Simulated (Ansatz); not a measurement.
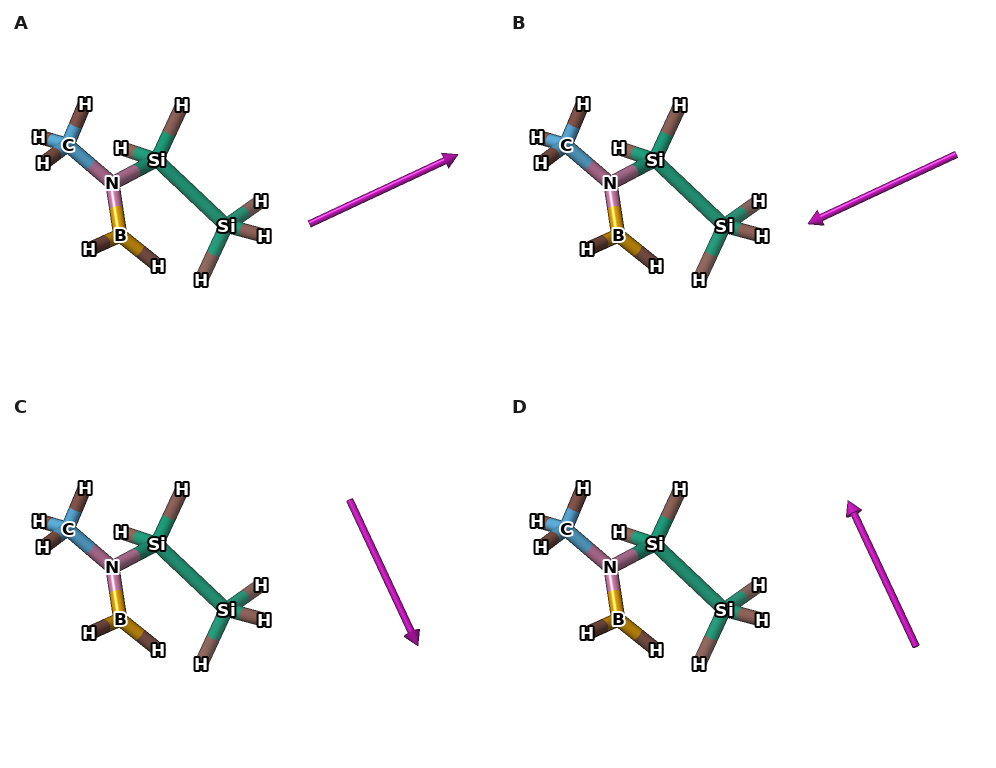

The same molecule four times, each with an arrow. The geometry was computed by an optimisation with PBE-D4/def2-SVP. No frequency run is at hand to confirm it as a minimum. Properties computed with RKS PBE-D4/def2-SVP (Ansatz 0.2.0).

Which arrow points along the dipole moment, from the negative to the positive end?

D. The dipole moment is 1.52 D.
